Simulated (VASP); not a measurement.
Band structure of CdS (wurtzite). Calculation: optB88-vdW, VASP's PBE PAW potentials (set 64) (plane waves; VASP).

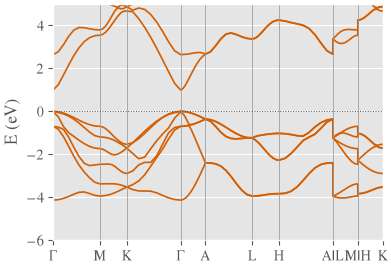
Figure. Bands along high-symmetry lines, zero at the valence-band maximum or, without a gap, the Fermi level

**Question.** Read the plot: is there a gap, and where are the band edges?

**Answer.** The gap is direct, 0.99 eV, from the valence maximum at Γ to the conduction minimum at Γ. (Edges off the drawn lines would not show.)

Measured: gap 2.64 eV at 0 K (computed value off by -1.65 eV), as given by X. Ren et al., All-electron periodic G0W0 implementation with numerical atomic orbital basis functions: algorithm and benchmarks (2021), arXiv:2011.01400 [zero-point renormalisation of 0.068 eV removed from the gap extrapolated to 0 K (as printed)].

The compound is CdS in the wurtzite structure. It was relaxed first.
